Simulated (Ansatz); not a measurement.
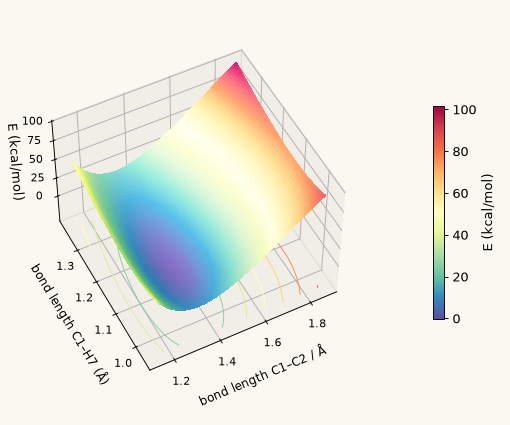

Energy landscape of C3H3FS, SMILES C=C1SC1F. First axis: bond length C1–C2. Second axis: bond length C1–H7. Nothing is relaxed (all other coordinates rigid). The scan uses a 9 × 9 grid. Points are written as (first, second). All energies are given in kcal/mol relative to the lowest grid point. Method: Ansatz, RKS r2SCAN-D4/def2-SVP.

The picture shows a relief with its contours projected below. Between grid points the surface is interpolated. 

What does the map say about the system?

The lowest grid point is at (1.325 Å, 1.113 Å). It is the only kind of minimum in the scanned range. The highest grid point, (1.865 Å, 1.365 Å), lies 101 kcal/mol above the lowest. Round the minimum the two coordinates are nearly uncoupled.

Grid values (kcal/mol):

```tsv
bond length C1–H7 ↓, bond length C1–C2 →	1.146	1.236	1.325	1.415	1.505	1.595	1.685	1.775	1.865
1.365	52	26	19	23	34	50	67	84	101
1.315	47	21	13	18	29	44	61	79	96
1.264	43	16	9	13	24	39	56	74	91
1.214	39	12	5	9	20	35	52	70	87
1.163	36	9	2	6	17	32	49	67	84
1.113	35	8	0	4	15	30	47	65	82
1.062	35	8	0	4	15	31	48	65	82
1.012	38	11	3	7	18	33	50	68	85
0.961	44	17	9	13	24	39	56	74	91
```

Each point was launched as `ansatz run input.yaml --threads 1 --pin off --max-ram 2560MiB --backend cpu --events-out ev --progress --plain --runs-dir out`. The whole map (81 points run) took 9 min on 1 thread of Arm Neoverse V1 (shared host).
